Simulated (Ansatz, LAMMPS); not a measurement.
# A vacancy of Hg at several sites of amorphous Zn25Hg15S40 (80 atoms)

At which site of amorphous Zn25Hg15S40 (80 atoms) does a vacancy of Hg cost least, and what about the site decides it?

Main program and level: Ansatz 0.2.0; Kohn-Sham DFT, RPBE, PAW (set soft_2), plane waves.

### 1. The starting structure

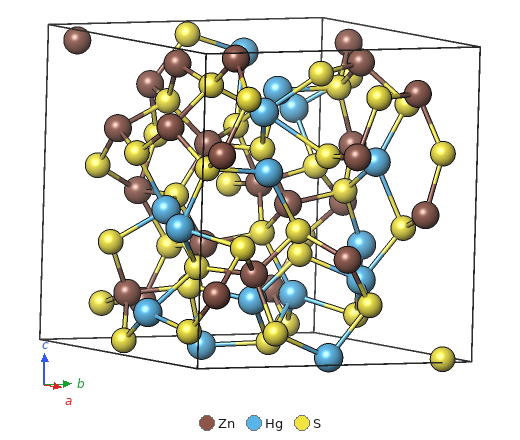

Start, viewed slightly off an axis; zinc brown, mercury blue, sulfur yellow. Bonds to atoms that aren't drawn are left out.

The cell holds 80 atoms: 25 Zn, 15 Hg and 40 S. Cell: a = 12.129 Å, b = 12.129 Å, c = 12.129 Å, α = 90.0°, β = 90.0°, γ = 90.0°. 80 atoms (25 Zn, 15 Hg, 40 S) placed at random at 5.51 g/cm³, melted at 2500 K for 10 ps at fixed volume with the Stillinger-Weber II-VI potential (Zhou et al., Phys. Rev. B 88, 085309 (2013)). Quenched from 2500 K to 300 K at 3 K/ps and fixed volume, held 5 ps, then minimised at fixed cell.

What the set-up can't give: The quench rate of 3 K/ps is many orders above laboratory rates, so the cell is likely richer in defects and strain than a real sample. The network of bonds at the start is that of the classical potential that made the cell, and needn't be the one that DFT or experiment would give. Only the Γ point is sampled, in a cell whose shortest periodic width is 12 Å. The levels lack spin–orbit coupling, which is large for the heavy elements here.

### 2. Single point at the start

The forces at the start show how far the geometry lies from a minimum of this functional.

The input, input.yaml:

```yaml
crystal:
  lattice:
    - [12.1288, 0.0, 0.0]
    - [0.0, 12.1288, 0.0]
    - [0.0, 0.0, 12.1288]
  atoms:
    - { symbol: Zn, position: [0.28532, 0.42252, 0.32025] }
    - { symbol: Zn, position: [0.21558, 0.66047, 0.50176] }
    - { symbol: Zn, position: [0.96623, 0.5571, 0.33064] }
    - { symbol: Zn, position: [0.44673, 0.21633, 0.91305] }
    - { symbol: Zn, position: [0.64138, 0.0851, 0.73188] }
    - { symbol: Zn, position: [0.08002, 0.06045, 0.95574] }
    - { symbol: Zn, position: [0.96614, 0.08829, 0.67174] }
    - { symbol: Zn, position: [0.96632, 0.58281, 0.6557] }
    - { symbol: Zn, position: [0.30667, 0.13734, 0.17343] }
    - { symbol: Zn, position: [0.89249, 0.83936, 0.84431] }
    - { symbol: Zn, position: [0.05578, 0.33867, 0.12042] }
    - { symbol: Zn, position: [0.61577, 0.7885, 0.9197] }
    - { symbol: Zn, position: [0.97109, 0.07917, 0.22872] }
    - { symbol: Zn, position: [0.42778, 0.87488, 0.63841] }
    - { symbol: Zn, position: [0.32705, 0.40589, 0.64217] }
    - { symbol: Zn, position: [0.08102, 0.29635, 0.4749] }
    - { symbol: Zn, position: [0.28079, 0.10162, 0.69487] }
    - { symbol: Zn, position: [0.95571, 0.84248, 0.46518] }
    - { symbol: Zn, position: [0.79504, 0.31563, 0.27387] }
    - { symbol: Zn, position: [0.81419, 0.21677, 0.96269] }
    - { symbol: Zn, position: [0.50197, 0.60256, 0.46397] }
    - { symbol: Zn, position: [0.05477, 0.80771, 0.14856] }
    - { symbol: Zn, position: [0.33519, 0.90412, 0.95351] }
    - { symbol: Zn, position: [0.19148, 0.98189, 0.43323] }
    - { symbol: Zn, position: [0.10422, 0.3172, 0.81346] }
    - { symbol: Hg, position: [0.4691, 0.1768, 0.45184] }
    - { symbol: Hg, position: [0.86185, 0.55782, 0.00991] }
    - { symbol: Hg, position: [0.60729, 0.04042, 0.14139] }
    - { symbol: Hg, position: [0.38907, 0.69455, 0.16325] }
    - { symbol: Hg, position: [0.7203, 0.79327, 0.61246] }
    - { symbol: Hg, position: [0.47926, 0.88761, 0.32497] }
    - { symbol: Hg, position: [0.81808, 0.34532, 0.5979] }
    - { symbol: Hg, position: [0.14557, 0.82075, 0.72999] }
    - { symbol: Hg, position: [0.72612, 0.74695, 0.23956] }
    - { symbol: Hg, position: [0.73718, 0.07461, 0.42005] }
    - { symbol: Hg, position: [0.35164, 0.38736, 0.00581] }
    - { symbol: Hg, position: [0.64566, 0.42333, 0.77209] }
    - { symbol: Hg, position: [0.40737, 0.60823, 0.81523] }
    - { symbol: Hg, position: [0.58384, 0.43522, 0.16954] }
    - { symbol: Hg, position: [0.15942, 0.62389, 0.91296] }
    - { symbol: S, position: [0.571, 0.82173, 0.11274] }
    - { symbol: S, position: [0.68779, 0.6025, 0.89502] }
    - { symbol: S, position: [0.42181, 0.06265, 0.0348] }
    - { symbol: S, position: [0.3388, 0.60442, 0.35702] }
    - { symbol: S, position: [0.61866, 0.20832, 0.28186] }
    - { symbol: S, position: [0.11591, 0.15464, 0.12294] }
    - { symbol: S, position: [0.3016, 0.30884, 0.47871] }
    - { symbol: S, position: [0.34704, 0.04824, 0.34099] }
    - { symbol: S, position: [0.78709, 0.13914, 0.61339] }
    - { symbol: S, position: [0.25326, 0.84277, 0.55559] }
    - { symbol: S, position: [0.81304, 0.46289, 0.40979] }
    - { symbol: S, position: [0.96337, 0.8959, 0.65992] }
    - { symbol: S, position: [0.13312, 0.1169, 0.56296] }
    - { symbol: S, position: [0.02604, 0.39005, 0.64454] }
    - { symbol: S, position: [0.14779, 0.4232, 0.9736] }
    - { symbol: S, position: [0.96526, 0.65624, 0.84196] }
    - { symbol: S, position: [0.29855, 0.2698, 0.77934] }
    - { symbol: S, position: [0.91497, 0.67173, 0.1789] }
    - { symbol: S, position: [0.62996, 0.57618, 0.31687] }
    - { symbol: S, position: [0.22678, 0.76966, 0.05298] }
    - { symbol: S, position: [0.92435, 0.19693, 0.37127] }
    - { symbol: S, position: [0.53504, 0.78833, 0.50401] }
    - { symbol: S, position: [0.39458, 0.31393, 0.19932] }
    - { symbol: S, position: [0.46812, 0.06503, 0.63414] }
    - { symbol: S, position: [0.76675, 0.59051, 0.64057] }
    - { symbol: S, position: [0.96751, 0.91283, 0.00709] }
    - { symbol: S, position: [0.20986, 0.98618, 0.83452] }
    - { symbol: S, position: [0.21292, 0.57174, 0.68598] }
    - { symbol: S, position: [0.86597, 0.35915, 0.09105] }
    - { symbol: S, position: [0.08988, 0.41053, 0.29664] }
    - { symbol: S, position: [0.47749, 0.5582, 0.02337] }
    - { symbol: S, position: [0.7726, 0.86884, 0.40647] }
    - { symbol: S, position: [0.02088, 0.6621, 0.48201] }
    - { symbol: S, position: [0.49755, 0.50586, 0.63979] }
    - { symbol: S, position: [0.97323, 0.17621, 0.84854] }
    - { symbol: S, position: [0.71029, 0.90728, 0.793] }
    - { symbol: S, position: [0.81406, 0.0731, 0.09873] }
    - { symbol: S, position: [0.04912, 0.92183, 0.31078] }
    - { symbol: S, position: [0.63948, 0.23076, 0.86172] }
    - { symbol: S, position: [0.44519, 0.80811, 0.82394] }
kpoints:
  mp_grid: { grid: [1, 1, 1] }
hamiltonian:
  xc: rpbe
scf:
  occupations: { method: gaussian, width: 0.05 }
output:
  forces: true
```

Launch:

```bash
ansatz run input.yaml --threads 4 --pin off --max-ram 8192MiB --backend cpu --events-out ev --progress --plain --runs-dir out
```

Numbers of over 12 decimals in the logs are rounded to 6 here.

What it wrote:

```text
Engine: ansatz 0.2.0, x86_64-unknown-linux-gnu
Pseudopotentials: kind: paw
Pseudopotential: Zn, paw, valence charge 12, recommended cutoff 420 eV (normal), Zn.paw.azcp
Pseudopotential: Hg, paw, valence charge 20, recommended cutoff 420 eV (normal), Hg.paw.azcp
Pseudopotential: S, paw, valence charge 6, recommended cutoff 420 eV (normal), S.paw.azcp
Functional definition: RPBE
  parameter kappa = 0.804
  parameter beta = 0.066725
  exchange = rpbe_x(kappa = kappa, mu = beta*pi^2/3)
  correlation = pbe_c(beta = beta)
Crystal: 80 atoms, lattice volume = 1784.241 Å³
Basis set: ecut = 420 eV, 34889 PW (Γ), exchange–correlation on 180×180×180 points (8 copies of the dense FFT grid, shifted against one another)
Bands: 500, of which v1, the nominal top of the filled ones, is band 420 counted from 1 (419 counted from 0)
Symmetry: 1 space group operations
Space group: P1 (ITA 1), of the structure as read, at distance tolerance 1.2e-4 Å
k-points: 1
Non-local potential: Zn, projectors of the file, l = 0: 2, l = 1: 2, l = 2: 3, l = 3: 1
Non-local potential: Hg, projectors of the file, l = 0: 3, l = 1: 2, l = 2: 2, l = 3: 1
Non-local potential: S, projectors of the file, l = 0: 2, l = 1: 2, l = 2: 2
PAW form: soft (Blöchl's): semilocal exchange-correlation on the pseudo side does not see the compensation charge
PAW frozen core: Zn, regenerated for the run's functional, and the local potential with it (the file was generated under x = pbe(κ = 0.804, μ = 0.219515), c = pbe(β = 0.066725))
PAW frozen core: Hg, regenerated for the run's functional, and the local potential with it (the file was generated under x = pbe(κ = 0.804, μ = 0.219515), c = pbe(β = 0.066725))
PAW frozen core: S, regenerated for the run's functional, and the local potential with it (the file was generated under x = pbe(κ = 0.804, μ = 0.219515), c = pbe(β = 0.066725))
PAW one-centre angular grid: Zn, 590 points (default); XC on 64 Gauss nodes
PAW one-centre angular grid: Hg, 590 points (default); XC on 64 Gauss nodes
PAW one-centre angular grid: S, 110 points (default); XC on 64 Gauss nodes
Initial density: superposition of atomic densities (neutral atoms: chi_scale 0, normalization atom), corrected by the library's trained network
Initial wavefunctions: pseudopotential atomic-orbital guess
Functional: x = rpbe, c = pbe(β = 0.066725)
SCF iter   1: F=—  HF=-326780.373007 eV  |F-HF|=—  |Δ(HF+E_count)|=         —  Δρ=5.55e-3  dr2=1.39e0  ethr=1.77e-3  ⟨swp⟩=6.0  Hψ=1788  notcnv=0  defer=22
preconditioner: auto → LDOS  [insulator: Δε(μ)=0.108 eV  Ē_g=9.906 eV  σ=0.050 eV  W_gap=0.87  n_scr=436 (ndim 8)  ℏωp=23.6 eV  f_vac=0.070  D(μ)=14.52/eV (n_scr^D=56)  ε∞_Penn≈6.7  β→1.0]
SCF iter   2: F=—  HF=-326780.655150 eV  |F-HF|=—  |Δ(HF+E_count)|=   2.82e-1  Δρ=9.23e-3  dr2=5.93e0  ethr=1.66e-4  ⟨swp⟩=3.0  Hψ=913  notcnv=0  defer=74
SCF iter   3: F=—  HF=-326780.255919 eV  |F-HF|=—  |Δ(HF+E_count)|=   3.99e-1  Δρ=2.38e-3  dr2=4.38e-1  ethr=1.66e-4  ⟨swp⟩=2.0  Hψ=901  notcnv=0  defer=74
SCF iter   4: F=—  HF=-326780.232884 eV  |F-HF|=—  |Δ(HF+E_count)|=   2.30e-2  Δρ=8.06e-4  dr2=2.78e-2  ethr=5.21e-5  ⟨swp⟩=2.0  Hψ=748  notcnv=0  defer=60
automatic band count: iteration 4 solves 486 bands in place of 500: the levels show a gap, and the empty bands left out lie too high to hold charge; the band table lists the bands solved (type scf.n_extra_bands for more)
SCF iter   5: F=—  HF=-326780.230430 eV  |F-HF|=—  |Δ(HF+E_count)|=   2.45e-3  Δρ=5.35e-4  dr2=1.11e-2  ethr=3.31e-6  ⟨swp⟩=2.0  Hψ=878  notcnv=0  defer=60
SCF iter   6: F=—  HF=-326780.229166 eV  |F-HF|=—  |Δ(HF+E_count)|=   1.26e-3  Δρ=3.81e-4  dr2=5.47e-3  ethr=1.32e-6  ⟨swp⟩=2.0  Hψ=746  notcnv=0  defer=60
SCF iter   7: F=—  HF=-326780.228591 eV  |F-HF|=—  |Δ(HF+E_count)|=   5.75e-4  Δρ=2.51e-4  dr2=2.66e-3  ethr=6.51e-7  ⟨swp⟩=2.0  Hψ=746  notcnv=0  defer=60
SCF iter   8: F=—  HF=-326780.228342 eV  |F-HF|=—  |Δ(HF+E_count)|=   2.49e-4  Δρ=1.52e-4  dr2=9.78e-4  ethr=3.16e-7  ⟨swp⟩=2.0  Hψ=746  notcnv=0  defer=60
SCF iter   9: F=—  HF=-326780.228189 eV  |F-HF|=—  |Δ(HF+E_count)|=   1.53e-4  Δρ=8.97e-5  dr2=3.15e-4  ethr=1.16e-7  ⟨swp⟩=2.0  Hψ=747  notcnv=0  defer=60
SCF iter  10: F=—  HF=-326780.228096 eV  |F-HF|=—  |Δ(HF+E_count)|=   9.30e-5  Δρ=5.89e-5  dr2=1.35e-4  ethr=3.75e-8  ⟨swp⟩=2.0  Hψ=708  notcnv=0  defer=60
SCF iter  11: F=—  HF=-326780.228190 eV  |F-HF|=—  |Δ(HF+E_count)|=   9.44e-5  Δρ=4.63e-5  dr2=8.73e-5  ethr=1.61e-8  ⟨swp⟩=2.0  Hψ=432  notcnv=0  defer=60
SCF iter  12: F=—  HF=-326780.232310 eV  |F-HF|=—  |Δ(HF+E_count)|=   4.12e-3  Δρ=3.61e-5  dr2=5.46e-5  ethr=1.04e-8  ⟨swp⟩=2.0  Hψ=745  notcnv=0  defer=60
SCF iter  13: F=—  HF=-326780.232304 eV  |F-HF|=—  |Δ(HF+E_count)|=   6.10e-6  Δρ=2.37e-5  dr2=2.64e-5  ethr=6.51e-9  ⟨swp⟩=2.0  Hψ=746  notcnv=0  defer=60
SCF iter  14: F=—  HF=-326780.232302 eV  |F-HF|=—  |Δ(HF+E_count)|=   2.05e-6  Δρ=1.64e-5  dr2=1.30e-5  ethr=3.14e-9  ⟨swp⟩=2.0  Hψ=746  notcnv=0  defer=60
SCF iter  15: F=—  HF=-326780.232301 eV  |F-HF|=—  |Δ(HF+E_count)|=   1.24e-6  Δρ=1.07e-5  dr2=5.68e-6  ethr=1.55e-9  ⟨swp⟩=2.0  Hψ=545  notcnv=0  defer=60
SCF iter  16: F=—  HF=-326780.232300 eV  |F-HF|=—  |Δ(HF+E_count)|=   3.46e-7  Δρ=7.79e-6  dr2=2.73e-6  ethr=6.76e-10  ⟨swp⟩=3.0  Hψ=769  notcnv=0  defer=60
SCF iter  17: F=—  HF=-326780.232300 eV  |F-HF|=—  |Δ(HF+E_count)|=   1.02e-7  Δρ=5.93e-6  dr2=1.31e-6  ethr=3.24e-10  ⟨swp⟩=2.0  Hψ=725  notcnv=0  defer=60
SCF iter  18: F=—  HF=-326780.232300 eV  |F-HF|=—  |Δ(HF+E_count)|=   1.05e-7  Δρ=3.82e-6  dr2=5.79e-7  ethr=1.56e-10  ⟨swp⟩=2.0  Hψ=727  notcnv=0  defer=60
SCF iter  19: F=—  HF=-326780.232300 eV  |F-HF|=—  |Δ(HF+E_count)|=   4.70e-8  Δρ=2.16e-6  dr2=1.83e-7  ethr=6.90e-11  ⟨swp⟩=2.0  Hψ=725  notcnv=0  defer=60
SCF iter  20: F=-326780.232300 eV  HF=-326780.232300 eV  |F-HF|=5.61e-8  |Δ(HF+E_count)|=   1.73e-8  Δρ=1.37e-6  dr2=7.23e-8  ethr=1.19e-11  ⟨swp⟩=3.0  Hψ=1259  notcnv=0
SCF 1 converged in 20 iterations: F = -326780.232300 eV  dr2 = 7.23e-8
  greatest PAW one-centre occupation: 1.000 electrons in one spin orbital (limit 2), on the Hg atom at site 35 (counted from 0), in its partial waves of l = 0
SCF converged after 20 iterations
Free energy (F): -326780.232300 eV
Harris-Foulkes:  -326780.232300 eV  (|F-HF|=5.61e-8)
Internal energy: -326780.201488 eV  (E = F + TS)
E sigma→0 (E₀):  -326780.216894 eV
Entropy (-TS):   -0.030812 eV (-0.385 meV/atom)
Fermi energy:    7.301329 eV
--- Per-component energies (eV) ---
  E_band       = -7443.170800
  E_kinetic    = 16554.059882
  E_local      = -106462.490801  (includes V_loc(G=0)·N_el)
  E_nonlocal   = 17590.600896
  E_hartree    = 45143.783835
  E_xc         = -10609.171910
  E_vxc        = -8668.401081  (∫ρ·V_xc dr)
  E_paw        = -219376.969164  (= ΣΔE_a)
  E_vpaw       = -16744.520121  (= ΣTr[D̂ρ^β])
  E_aug_tail   = 0.005398  (compensation charges beyond the density's cutoff)
  E_ewald      = -69615.846119
  E_core_change = -4.173505  (= ΣΔE_core)
  E_smearing   = -0.030812  (= −TS)
  E_closure    = -0.000000  (closes the sum)
  Σ components = -326780.232300   (vs F -326780.232300, Δ=0.00e0)
--- Forces (eV/Å), atoms counted from 1 ---
  atom   1  Zn    -0.08564726    -0.10302189     0.12713996
  atom   2  Zn     0.02891457    -0.02965427     0.07745517
  atom   3  Zn    -0.09807795    -0.23947359     0.01923813
  atom   4  Zn     0.13669531    -0.72620502    -0.26793309
  atom   5  Zn     0.10929543    -0.20571736    -0.08318495
  atom   6  Zn    -0.21527034    -0.20727543     0.22155345
  atom   7  Zn     0.36599568    -0.19315789    -0.05824702
  atom   8  Zn    -0.32000957    -0.17361509    -0.07697329
  atom   9  Zn    -0.22196356     0.15980175     0.08647053
  atom  10  Zn     0.03076937     0.25906628    -0.05659781
  atom  11  Zn    -0.00482670    -0.07567457     0.38071177
  atom  12  Zn     0.15770766    -0.15470865    -0.24598134
  atom  13  Zn    -0.25755457     0.18521727     0.12781603
  atom  14  Zn     0.02745033    -0.15905289    -0.17169223
[...]
atom  79  S     -0.36469996     0.28496660     0.32633383
  atom  80  S     -0.14712977     0.60793629     0.00490604
  max |Σ_I F_I| component: 2.42e-5 eV/Å
```

The job ended after 25 s (4 threads of Intel Xeon 6975P-C (Granite Rapids), shared host; peak memory 2.8 GiB; 72 s of CPU time).

The r.m.s. force at the start is 0.30 eV/Å.

(Continued in part 2 of 5.)

[Logs are printed without paths, hosts, clocks, repeated set-up lines and the standing remarks that a program may print on its own settings, such as how far it seeks lower states.]

[Hosts, paths, dates, database ids (printed as entryN), source tags and the programs' standing remarks are cut or masked in the printed files.]
